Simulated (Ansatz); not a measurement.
CClF2 (chlorodifluoromethyl radical): the vertical electron affinity, rung by rung

CClF2: 4 atoms, total charge 0, spin state doublet. SMILES: `F[C](F)Cl`. Geometry: relaxed at PBE0-D4/def2-TZVP.

Quantity: the vertical electron affinity (to the singlet anion), in eV. The values are calculated.

The electron affinity is E(neutral) − E(anion): positive where the electron is bound.

```json
{"level": "USVWN5/STO-3G", "kind": "LDA", "program": "Ansatz", "value (eV)": "-5.45", "less FCI/STO-3G": "+0.41", "CPU time (all runs)": "1.7 s"}
{"level": "U-r2SCAN/STO-3G", "kind": "meta-GGA", "program": "Ansatz", "value (eV)": "-5.18", "less FCI/STO-3G": "+0.68", "CPU time (all runs)": "7.1 s"}
{"level": "UB3LYP/STO-3G", "kind": "global hybrid", "program": "Ansatz", "value (eV)": "-4.93", "less FCI/STO-3G": "+0.93", "CPU time (all runs)": "2.8 s"}
{"level": "UPBE0/STO-3G", "kind": "global hybrid", "program": "Ansatz", "value (eV)": "-4.94", "less FCI/STO-3G": "+0.92", "CPU time (all runs)": "2.7 s"}
{"level": "U-wB97X/STO-3G", "kind": "range-separated hybrid", "program": "Ansatz", "value (eV)": "-4.83", "less FCI/STO-3G": "+1.03", "CPU time (all runs)": "13 s"}
{"level": "UHSE06/STO-3G", "kind": "range-separated hybrid", "program": "Ansatz", "value (eV)": "-4.95", "less FCI/STO-3G": "+0.91", "CPU time (all runs)": "3.3 s"}
{"level": "UBCCD(T)/STO-3G", "kind": "coupled cluster or CI", "program": "Ansatz", "value (eV)": "-5.84", "less FCI/STO-3G": "+0.02", "CPU time (all runs)": "0.69 s"}
{"level": "UCCSD(T)/STO-3G", "kind": "coupled cluster or CI", "program": "Ansatz", "value (eV)": "-5.84", "less FCI/STO-3G": "+0.02", "CPU time (all runs)": "0.54 s"}
{"level": "FCI/STO-3G", "kind": "exact in the basis", "program": "Ansatz", "value (eV)": "-5.86", "less FCI/STO-3G": "0.00", "CPU time (all runs)": "5.2 s"}
```

FCI/STO-3G is exact within its basis and frozen core, so for wave-function methods in that basis the difference is their error; functionals converge differently with the basis, so for them it is only a difference. The values span -5.86 to -4.83 eV. All rows use very small basis sets, so even the best lies far from the true value. Negative values mean that the anion is unbound at that level; they are set by how diffuse the basis is and aren't properties of the molecule. CPU times are rough (shared hosts, several kinds of processor): they show what a rung costs within a factor of a few.

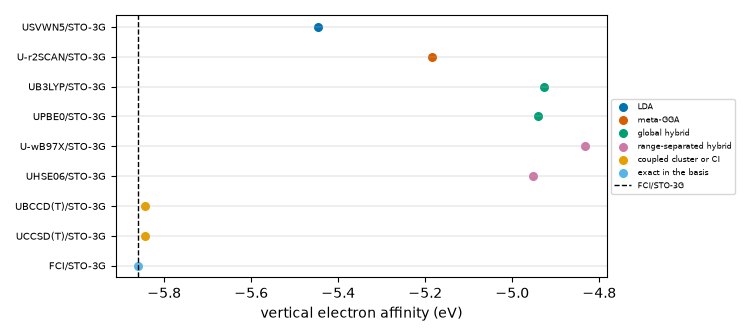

The values of the table, level by level.
